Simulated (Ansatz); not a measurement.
**1T-CrSSe monolayer in a perpendicular field**

Wanted: the out-of-plane response of the 1T-CrSSe monolayer. A positive field points along +c.

Main program and level: Ansatz 0.2.0; plane-wave DFT, PBE-D3(BJ), Ansatz PAW.

### Step 1. The starting structure

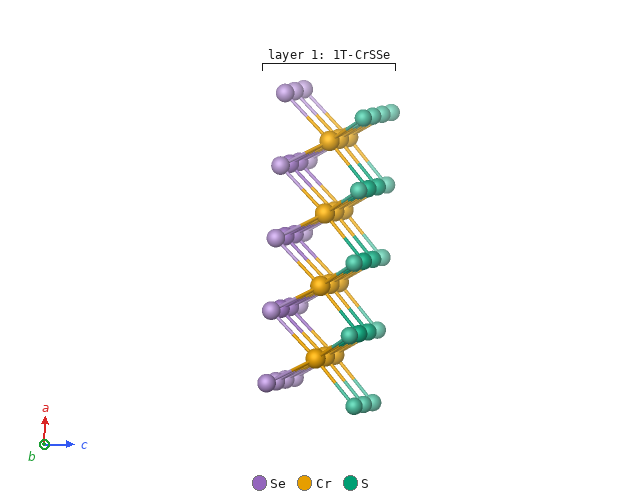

The starting structure, seen from the side, with the c axis across the page (selenium purple, chromium orange, sulfur teal). 3×2×1 cells are drawn. Some periodic images of atoms are drawn too.

The cell holds 3 atoms: 1 Se, 1 Cr and 1 S. Cell: a = 3.125 Å, b = 3.125 Å, c = 37.248 Å, α = 90.0°, β = 90.0°, γ = 120.0°. Vacuum lies along c.

### Step 2. Relaxing the slab

The starting cell is a guess, so the in-plane lattice and the atoms are relaxed first, with the slab cut off from its images along the normal.

The input, input.yaml:

```yaml
crystal:
  lattice:
    - [3.125, 0.0, 0.0]
    - [-1.5625, 2.7063293868, 0.0]
    - [0.0, 0.0, 37.2484613474]
  atoms:
    - { symbol: Se, position: [0.6666666667, 0.3333333333, 0.4577370281] }
    - { symbol: Cr, position: [0.0, 0.0, 0.5030645829], spin: 3.0 }
    - { symbol: S, position: [0.3333333333, 0.6666666667, 0.5422629719] }
  periodic: [true, true, false]
magnetization:
  spin_polarized: true
kpoints:
  mp_grid: { grid: [12, 12, 1] }
hamiltonian:
  xc: pbe
  dispersion: d3bj
scf:
  occupations: { method: fermi_dirac, width: 0.05 }
  convergence: { dr2_threshold: 1.0e-09 }
relax:
  f_tol: 0.004
  max_steps: 90
  cell: {}
output:
  write_potential: true
  write_density: true
  volumetric_format: npy
```

Started as:

```console
$ ansatz run input.yaml --threads 2 --pin off --max-ram 3072MiB --backend cpu --events-out ev --progress --plain --runs-dir out
```

Numbers of over 12 decimals in the logs are rounded to 6 here.

Output:

```text
Warning: relax.cell: scf.convergence.dr2_threshold = 1e-9 eV is looser than the 1.73528729265e-10 eV advised for a relaxation that steers and ends on the stress (1e-10 eV for each atom of the cell: 3, times the square of relax.cell.stress_2d_tol = 0.05 N/m over 13.1 Å (the atoms' height at the walk's start and 5 Å past either face), 3.803e-2 GPa, over a crystal's default 0.05). What an SCF threshold leaves in a stress goes as its square root, and in the free energy as the threshold itself, and one threshold admits the most on a small cell: [figures from the program's tests cut] Set scf.convergence.dr2_threshold to 1.73528729265e-10 eV or tighter. [rest of the remark cut]
Engine: ansatz 0.2.0, aarch64-unknown-linux-gnu
Pseudopotentials: kind: paw
Pseudopotential: Se, paw, valence charge 16, recommended cutoff 420 eV (normal), Se.paw.azcp
Pseudopotential: Cr, paw, valence charge 14, recommended cutoff 420 eV (normal), Cr.paw.azcp
Pseudopotential: S, paw, valence charge 6, recommended cutoff 420 eV (normal), S.paw.azcp
Functional definition: PBE
  parameter kappa = 0.804
  parameter beta = 0.066725
  exchange = pbe_x(kappa = kappa, mu = beta*pi^2/3)
  correlation = pbe_c(beta = beta)
Crystal: 3 atoms, lattice volume = 315.021 Å³
Basis set: ecut = 420 eV, 6113 PW (Γ), exchange–correlation on 48×48×500 points (8 copies of the dense FFT grid, shifted against one another)
Bands: 24, of which v1, the nominal top of the filled ones, is band 18 counted from 1 (17 counted from 0)
Symmetry: 6 space group operations
Space group: P3m1 (ITA 156), of the structure as read, at distance tolerance 6.8e-5 Å
Magnetic group: BNS 156.49 (UNI 1279), of the structure as read, at distance tolerance 6.8e-5 Å
k-points: 19 of 144 (time reversal used)
Non-local potential: Se, projectors of the file, l = 0: 2, l = 1: 2, l = 2: 3, l = 3: 1
Non-local potential: Cr, projectors of the file, l = 0: 3, l = 1: 2, l = 2: 3, l = 3: 1
Non-local potential: S, projectors of the file, l = 0: 2, l = 1: 2, l = 2: 2
PAW form: soft (Blöchl's): semilocal exchange-correlation on the pseudo side does not see the compensation charge
PAW one-centre angular grid: Se, 590 points (default); XC on 64 Gauss nodes
PAW one-centre angular grid: Cr, 590 points (default); XC on 64 Gauss nodes
PAW one-centre angular grid: S, 110 points (default); XC on 64 Gauss nodes
Initial density: superposition of atomic densities (neutral atoms: chi_scale 0, normalization atom)
Starting moments: Σ|m| = 3 μB on 1 of 3 sites
Initial wavefunctions: pseudopotential atomic-orbital guess
Functional: x = pbe(κ = 0.804, μ = 0.219515), c = pbe(β = 0.066725)
SCF iter   1: F=—  HF=-9752.356781 eV  |F-HF|=—  |Δ(HF+E_count)|=         —  Δρ=3.20e-2 (↑3.20e-2 ↓1.67e-2)  dr2=7.65e0  dr2_m=3.46e-1  M=2.014 μB ∫|m|=2.491 μB  β_m=0.30  ethr=3.10e-3  ⟨swp⟩=16.2  Hψ=7754  notcnv=0
Mixer restart at iter 1: flushing history
preconditioner: auto → LDOS  [metal: Δε(μ)=0.072 eV  Ē_g=9.304 eV  σ=0.050 eV  W_gap=0.33  n_scr=22 (ndim 8)  ℏωp=8.9 eV  f_vac=0.804  D(μ)=2.84/eV (n_scr^D=14)]
spin=Collinear: LDOS preconditioning applied to the charge; magnetization (m = ρ↑ − ρ↓) channel mixes plain (no charge-response kernel on spin).
SCF iter   2: F=—  HF=-9751.260198 eV  |F-HF|=—  |Δ(HF+E_count)|=    1.10e0  Δρ=1.70e-2 (↑1.70e-2 ↓1.12e-2)  dr2=2.89e0  dr2_m=1.02e-1  M=2.060 μB ∫|m|=2.552 μB  β_m=0.47  ethr=3.10e-3  ⟨swp⟩=3.7  Hψ=2241  notcnv=0  defer=36
SCF iter   3: F=—  HF=-9750.925832 eV  |F-HF|=—  |Δ(HF+E_count)|=   3.34e-1  Δρ=3.48e-3 (↑2.40e-3 ↓3.48e-3)  dr2=8.40e-2  dr2_m=9.00e-3  M=2.075 μB ∫|m|=2.573 μB  β_m=0.53  ethr=3.10e-3  ⟨swp⟩=4.0  Hψ=2061  notcnv=0  defer=36
SCF iter   4: F=—  HF=-9750.954133 eV  |F-HF|=—  |Δ(HF+E_count)|=         —  Δρ=1.66e-3 (↑1.60e-3 ↓1.66e-3)  dr2=2.76e-3  dr2_m=6.02e-3  M=1.991 μB ∫|m|=2.459 μB  β_m=0.53  ethr=2.33e-4  ⟨swp⟩=3.3  Hψ=2022  notcnv=0  defer=36
SCF iter   5: F=—  HF=-9750.959576 eV  |F-HF|=—  |Δ(HF+E_count)|=   5.44e-3  Δρ=7.33e-4 (↑6.25e-4 ↓7.33e-4)  dr2=4.14e-4  dr2_m=1.03e-3  M=1.995 μB ∫|m|=2.459 μB  β_m=0.73  ethr=7.66e-6  ⟨swp⟩=3.6  Hψ=2014  notcnv=0  defer=36
SCF iter   6: F=—  HF=-9750.961787 eV  |F-HF|=—  |Δ(HF+E_count)|=   2.21e-3  Δρ=1.29e-4 (↑5.97e-5 ↓1.29e-4)  dr2=6.21e-5  dr2_m=1.83e-5  M=1.996 μB ∫|m|=2.452 μB  β_m=0.72  ethr=1.15e-6  ⟨swp⟩=3.4  Hψ=2323  notcnv=0  defer=36
SCF iter   7: F=—  HF=-9750.961805 eV  |F-HF|=—  |Δ(HF+E_count)|=   1.79e-5  Δρ=9.58e-5 (↑8.38e-5 ↓9.58e-5)  dr2=3.97e-6  dr2_m=2.30e-5  M=1.992 μB ∫|m|=2.445 μB  β_m=0.75  ethr=1.72e-7  ⟨swp⟩=3.4  Hψ=1755  notcnv=0  defer=36
SCF iter   8: F=—  HF=-9750.961808 eV  |F-HF|=—  |Δ(HF+E_count)|=   3.65e-6  Δρ=6.35e-5 (↑6.35e-5 ↓6.12e-5)  dr2=2.25e-6  dr2_m=1.10e-5  M=1.990 μB ∫|m|=2.442 μB  β_m=0.87  ethr=1.10e-8  ⟨swp⟩=3.2  Hψ=1726  notcnv=0  defer=36
SCF iter   9: F=—  HF=-9750.961816 eV  |F-HF|=—  |Δ(HF+E_count)|=   7.81e-6  Δρ=1.96e-5 (↑1.96e-5 ↓9.88e-6)  dr2=2.02e-6  dr2_m=4.63e-7  M=1.988 μB ∫|m|=2.439 μB  β_m=0.77  ethr=6.26e-9  ⟨swp⟩=3.2  Hψ=2001  notcnv=0  defer=36
SCF iter  10: F=—  HF=-9750.961816 eV  |F-HF|=—  |Δ(HF+E_count)|=   3.46e-7  Δρ=6.09e-6 (↑4.93e-6 ↓6.09e-6)  dr2=1.16e-7  dr2_m=7.67e-8  M=1.988 μB ∫|m|=2.439 μB  β_m=0.84  ethr=5.61e-9  ⟨swp⟩=3.3  Hψ=1650  notcnv=0  defer=36
SCF iter  11: F=—  HF=-9750.961817 eV  |F-HF|=—  |Δ(HF+E_count)|=   2.05e-7  Δρ=5.20e-6 (↑4.79e-6 ↓5.20e-6)  dr2=1.03e-8  dr2_m=7.07e-8  M=1.988 μB ∫|m|=2.439 μB  β_m=0.79  ethr=3.23e-10  ⟨swp⟩=3.4  Hψ=1763  notcnv=0  defer=36
SCF iter  12: F=—  HF=-9750.961817 eV  |F-HF|=—  |Δ(HF+E_count)|=   1.99e-7  Δρ=3.89e-7 (↑3.89e-7 ↓2.40e-7)  dr2=1.32e-9  dr2_m=1.28e-10  M=1.988 μB ∫|m|=2.439 μB  β_m=0.75  ethr=2.85e-11  ⟨swp⟩=3.3  Hψ=1990  notcnv=0  defer=36
SCF iter  13: F=-9750.961817 eV  HF=-9750.961817 eV  |F-HF|=2.11e-9  |Δ(HF+E_count)|=   8.15e-9  Δρ=5.94e-8 (↑4.73e-8 ↓5.94e-8)  dr2=5.24e-11  dr2_m=2.67e-12  M=1.988 μB ∫|m|=2.439 μB  ethr=2.78e-12  ⟨swp⟩=7.8  Hψ=6291  notcnv=0
SCF 1 converged in 13 iterations: F = -9750.961817 eV  dr2 = 5.24e-11
  greatest PAW one-centre occupation: 1.000 electrons in one spin orbital (limit 2), on the Cr atom at site 1 (counted from 0), in its partial waves of l = 0
relax step   1: F+E_penalty+E_count = -9750.96181686 eV  Δ(F+E_penalty+E_count) = +0.000e0 eV  max|allowed force component| = 7.743e-1 eV/Å  Δτ_max = 0.0000 Å  P = +3.552 N/m  Ω = 315.021 Å³  fix = [c, alpha, beta]  reactions: c +0.000 N/m  (13 SCF iters, accepted)
Crystal: 3 atoms, lattice volume = 337.577 Å³
[...]
relax step   7: F+E_penalty+E_count = -9751.18298653 eV  Δ(F+E_penalty+E_count) = -4.151e-3 eV  max|allowed force component| = 9.373e-4 eV/Å  Δτ_max = 0.0000 Å  P = +0.095 N/m  Ω = 358.207 Å³  fix = [c, alpha, beta]  reactions: c +0.000 N/m  stress off target by 9.47e-2 N/m on what of the cell is left free  SCF on the basis re-selected at this cell (its energy is not comparable with the rows above)  (9 SCF iters)
[...]
relax step   8: F+E_penalty+E_count = -9751.18303486 eV  Δ(F+E_penalty+E_count) = -4.833e-5 eV  max|allowed force component| = 1.086e-3 eV/Å  Δτ_max = 0.0022 Å  P = +0.006 N/m  Ω = 359.064 Å³  energy of the carried Pulay correction = -2.412e-5 eV  fix = [c, alpha, beta]  reactions: c +0.000 N/m  (7 SCF iters, accepted)
iter 1 solved again at ethr=1.10e-6 eV; its pass at ethr=3.10e-3 eV (dr2=3.96e-4 eV) is discarded
SCF iter   1: F=—  HF=-9751.180713 eV  |F-HF|=—  |Δ(HF+E_count)|=         —  Δρ=4.49e-5 (↑4.49e-5 ↓3.94e-5)  dr2=5.33e-7  dr2_m=7.78e-8  M=2.122 μB ∫|m|=2.880 μB  β_m=0.65  ethr=1.10e-6  ⟨swp⟩=4.6  Hψ=10023  notcnv=0
eigensolver tolerance schedule: the retry pair's looser diagonalisation over-reported the residual by 741.60 of it (diagonalisation noise at 0.36 of the residual, at the tolerance the schedule requests for it); recorded, not acted on — ethr = c·dr2/N_el stays at c = 1.0e-1
preconditioner: auto → LDOS  [metal: Δε(μ)=0.046 eV  Ē_g=8.397 eV  σ=0.050 eV  W_gap=0.23  n_scr=16 (ndim 8)  ℏωp=8.3 eV  f_vac=0.817  D(μ)=2.43/eV (n_scr^D=12)]
spin=Collinear: LDOS preconditioning applied to the charge; magnetization (m = ρ↑ − ρ↓) channel mixes plain (no charge-response kernel on spin).
SCF iter   2: F=—  HF=-9751.182488 eV  |F-HF|=—  |Δ(HF+E_count)|=   1.78e-3  Δρ=1.57e-5 (↑1.57e-5 ↓1.38e-5)  dr2=7.20e-8  dr2_m=9.62e-9  M=2.122 μB ∫|m|=2.880 μB  β_m=0.64  ethr=1.48e-9  ⟨swp⟩=4.2  Hψ=2499  notcnv=0
SCF iter   3: F=—  HF=-9751.183046 eV  |F-HF|=—  |Δ(HF+E_count)|=   5.58e-4  Δρ=9.82e-7 (↑9.82e-7 ↓8.67e-7)  dr2=1.84e-9  dr2_m=5.01e-11  M=2.122 μB ∫|m|=2.880 μB  β_m=0.64  ethr=2.00e-10  ⟨swp⟩=3.8  Hψ=1929  notcnv=0
SCF iter   4: F=—  HF=-9751.183057 eV  |F-HF|=—  |Δ(HF+E_count)|=   1.09e-5  Δρ=1.04e-7 (↑1.02e-7 ↓1.04e-7)  dr2=1.42e-10  dr2_m=2.66e-12  M=2.122 μB ∫|m|=2.880 μB  β_m=0.68  ethr=5.11e-12  ⟨swp⟩=3.7  Hψ=1856  notcnv=0
iter 5 met the thresholds in force, and the SCF goes on: an eigenvalue changes by 0.43 meV, over its tolerance of 0.05 meV (output.eigenvalues, Limitations)
SCF iter   5: F=-9751.183057 eV  HF=-9751.183057 eV  |F-HF|=7.93e-9  |Δ(HF+E_count)|=   1.93e-7  Δρ=3.25e-8 (↑3.20e-8 ↓3.25e-8)  dr2=5.55e-11  dr2_m=5.38e-13  M=2.122 μB ∫|m|=2.880 μB  β_m=0.68  ethr=1.00e-12  ⟨swp⟩=13.8  Hψ=6795  notcnv=0
iter 6 met the thresholds in force, and the SCF goes on: an eigenvalue changes by 0.21 meV, over its tolerance of 0.05 meV (output.eigenvalues, Limitations)
SCF iter   6: F=-9751.183057 eV  HF=-9751.183057 eV  |F-HF|=4.87e-10  |Δ(HF+E_count)|=   7.45e-9  Δρ=3.50e-8 (↑3.50e-8 ↓1.94e-8)  dr2=1.23e-11  dr2_m=2.74e-13  M=2.122 μB ∫|m|=2.880 μB  β_m=1.00  ethr=1.00e-12  ⟨swp⟩=7.5  Hψ=4662  notcnv=0
Mixer restart at iter 6: flushing history
SCF iter   7: F=-9751.183057 eV  HF=-9751.183057 eV  |F-HF|=2.91e-11  |Δ(HF+E_count)|=  5.42e-10  Δρ=2.68e-8 (↑2.68e-8 ↓1.94e-8)  dr2=2.89e-11  dr2_m=7.12e-14  M=2.122 μB ∫|m|=2.880 μB  ethr=1.00e-12  ⟨swp⟩=6.7  Hψ=4667  notcnv=0
SCF 9 converged in 7 iterations: F = -9751.183057 eV  dr2 = 2.89e-11
relax step   9: F+E_penalty+E_count = -9751.18305676 eV  Δ(F+E_penalty+E_count) = -2.190e-5 eV  max|allowed force component| = 1.076e-3 eV/Å  Δτ_max = 0.0000 Å  P = +0.006 N/m  Ω = 359.064 Å³  fix = [c, alpha, beta]  reactions: c +0.000 N/m  stress off target by 5.77e-3 N/m on what of the cell is left free  SCF on the basis re-selected at this cell (its energy is not comparable with the rows above)  (7 SCF iters)
basis re-selected at this cell: Δ(F+E_penalty+E_count) = -2.190e-5 eV, ΔP = -0.000 N/m vs the last step (what re-selecting the basis moved, of the pressure what is left beyond the Pulay correction that the steps carried, after the strain that the cell walked since its last selection, with what the two solves' SCF thresholds leave and, on support functions, any second-order correction that the steps lacked; it is no m [...]
WARN: The output density's exchange-correlation potential varies sharply where the density is thin. Do not read a vacuum level from v_tot or v_xc, or from such a field of the output density. On a cell that repeats whose density bears no net charge and no dipole along the vacuum's axis use v_es (v_loc + v_h of the components); under efield.dipole_correction with no amplitude use v_es + v_field, which holds any externa [...]
SCF converged after 7 iterations
an eigenvalue changed by more than its tolerance at an iteration that met the thresholds in force, so the SCF went on 2 times, its first undamped step at iteration 6: the last check found none over its tolerance
Magnetization: 2.1216 μB (19.0608 up, 16.9392 down)
Absolute magnetization: 2.8690 μB (∫|ρ↑−ρ↓|, with the PAW one-centre terms)
Spin contamination: 0.1966 ħ² per cell (⟨S²⟩ above its minimum at these occupations)
Per-site moments (μB) at R_I (Å): [(-0.170101, 1.036730), (2.166861, 0.949831), (-0.095146, 0.949831)]
Free energy (F): -9751.183057 eV
Harris-Foulkes:  -9751.183057 eV  (|F-HF|=2.91e-11)
Internal energy: -9751.163354 eV  (E = F + TS)
E sigma→0 (E₀):  -9751.173206 eV
Entropy (-TS):   -0.019702 eV (-6.567 meV/atom)
Fermi energy:    -5.577119 eV
--- Per-component energies (eV) ---
  E_band       = -1161.670648
  E_kinetic    = 566.764691
  E_local      = -100860.849829  (includes V_loc(G=0)·N_el)
  E_nonlocal   = -486.001459
  E_hartree    = 50004.079104
  E_xc         = -340.141935
  E_vxc        = -362.558376  (∫ρ·V_xc dr)
  E_paw        = -3708.079406  (= ΣΔE_a)
  E_vpaw       = -27.184115  (= ΣTr[D̂ρ^β])
  E_aug_tail   = -0.000226  (compensation charges beyond the density's cutoff)
  E_ewald      = 45073.834496
  E_disp       = -0.768790  (pairwise vdW)
  E_smearing   = -0.019702  (= −TS)
  E_closure    = 0.000000  (closes the sum)
  Σ components = -9751.183057   (vs F -9751.183057, Δ=0.00e0)
--- Forces (eV/Å), atoms counted from 1 ---
  atom   1  Se    -0.00000000    -0.00000000    -0.00107586
  atom   2  Cr    -0.00000000     0.00000000     0.00070648
  atom   3  S      0.00000000     0.00000000     0.00036965
  max |Σ_I F_I| component: 2.68e-7 eV/Å
--- 2D stress c σ (N/m, compression-positive) ---
        0.005770       0.000000      -0.000000
        0.000000       0.005770      -0.000000
       -0.000000      -0.000000       0.000000
  P = ½ c Tr σ = 0.0058 N/m
--- Band table (eV; the first three rows and the last of 38) ---
  k-point 0 ↑: bands = [... 14 lower, -7.2746, -6.8169, -6.8169, -5.9229, -4.6857, -4.6857, -2.4693, -2.4693, ... 2 higher]
  k-point 1 ↑: bands = [... 14 lower, -7.1635, -6.9125, -6.8991, -6.0416, -4.8890, -4.6920, -2.9155, -2.5655, ... 2 higher]
  k-point 2 ↑: bands = [... 14 lower, -7.6147, -7.0691, -6.9147, -6.2181, -5.1887, -4.7851, -3.5922, -2.7453, ... 2 higher]
  k-point 18 ↓: bands = [... 14 lower, -8.6154, -7.8414, -7.8001, -3.8286, -3.6502, -3.5662, -2.7210, -2.3321, ... 2 higher]
  the weakly bound empty levels are not read free of the cell's end (no_gap_told)
--- Relaxed structure (7 steps of the walk, 6 accepted, 2 SCFs on fresh bases) ---
  F+E_penalty+E_count = -9751.18305676 eV   max|allowed force component| = 1.076e-3 eV/Å   (the final SCF, on the basis selected at the relaxed cell)
  cell:  # Å, volume = 359.0645 Å³
    - [3.336313, 1.5640278577684982e-17, 0]
    - [-1.668156, 2.889332, 0]
    - [0, 0, 37.2484613474]
  atoms:
    - { symbol: Se, position: [0.666667, 0.333333, 0.460837] }
    - { symbol: Cr, position: [0, 0, 0.504178] }
    - { symbol: S, position: [0.333333, 0.666667, 0.538049] }
```

The job ended after 2.3 min (2 threads of Arm Neoverse V2, shared host; peak memory 0.74 GiB).

Step by step:

```
step  energy less that of the first step (eV)  largest force component (eV/Å)  volume (Å³)
   1                                   0.0000                          0.7743       315.02
   2                                  -0.1693                          0.3971       337.58
   3                                  -0.2117                          0.0616       365.16
   4                                  -0.2170                          0.0117       358.43
   5                                  -0.2170                          0.0261       357.97
   6                                  -0.2170                          0.0009       358.21
  7*                                  -0.2212                          0.0009       358.21
   8                                  -0.2212                          0.0011       359.06
  9*                                  -0.2212                          0.0011       359.06
```

Relaxation steps marked * repeat the geometry before them on a plane-wave basis chosen anew for their cell, so energy and pressure can jump there. Relaxation step 5 was tried and not accepted.

Forces are held to the 6 operations that the run works with; a distortion that breaks them can't arise in this run.

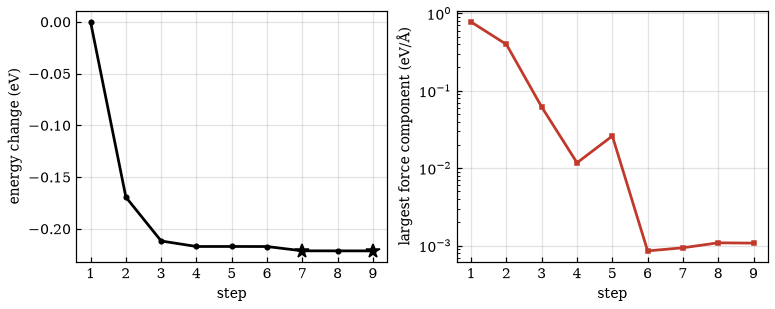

Energy and largest force along the relaxation. Stars mark steps on a basis chosen anew.

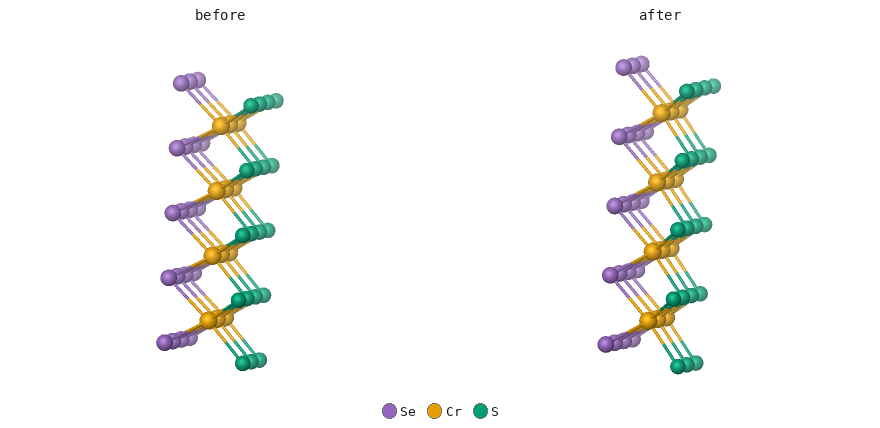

The structure before and after the relaxation, drawn at the same scale.

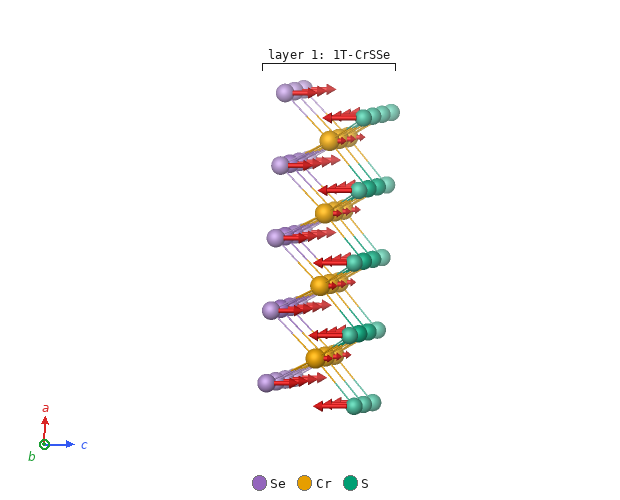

Displacements in the relaxation, exaggerated, measured against the changing cell; the longest in the cell stands for 0.16 Å. 3×2×1 cells are drawn. Some periodic images of atoms are drawn too.

```
cell as run  before  after  change
      a (Å)   3.125  3.336  +6.8 %
      b (Å)   3.125  3.336  +6.8 %
```

The atoms that moved most (Å, along periodic axes as changes of fractional coordinates times the final cell, across vacuum about the mean position):

```
atom     dx     dy      dz  length
  S3  0.000  0.000  -0.157   0.157
 Se1  0.000  0.000   0.115   0.115
 Cr2  0.000  0.000   0.041   0.041
```

Final coordinates:

```
Se Cr S
1.0
     3.33631    0.00000    0.00000
    -1.66816    2.88933    0.00000
     0.00000    0.00000   37.24846
Se Cr S
1 1 1
Direct
  0.66667 0.33333 0.46084
  0.00000 0.00000 0.50418
  0.33333 0.66667 0.53805
```

Numbers from this step:

```yaml
energy_at_zero_smearing: -9751.1732 eV
total_moment: 2.122 μB
site_moments: -0.1701, 2.167, -0.09515 μB
```

Site moment by atom:

```
atom  site moment (μB)
 Se1             -0.17
 Cr2              2.17
  S3             -0.10
```

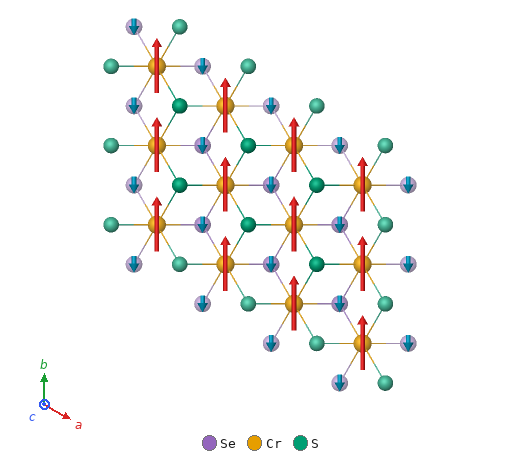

Site moment as arrows, the longest 2.17 μB. Up and down stand for the sign. Arrows give size and sign along the axis of quantisation, drawn up and down the page. Each arrow also spans its atom, so small moments look longer than they are. The two directions have two colours. 3×2×1 cells are drawn. Some periodic images of atoms are drawn too.

The lattice constant a goes from 3.125 to 3.336 Å.

(Part 1 of 3 ends here.)

[Logs are printed without paths, hosts, clocks, repeated set-up lines and the standing remarks that a program may print on its own settings, such as how far it seeks lower states.]

[Hosts, paths, dates, database ids (printed as entryN), source tags and the programs' standing remarks are cut or masked in the printed files.]

[Maps of the electrostatic potential energy from Ansatz leave out the sawtooth potential of an applied field or a dipole correction, so their vacuum need not be flat; planar profiles and work functions include it.]
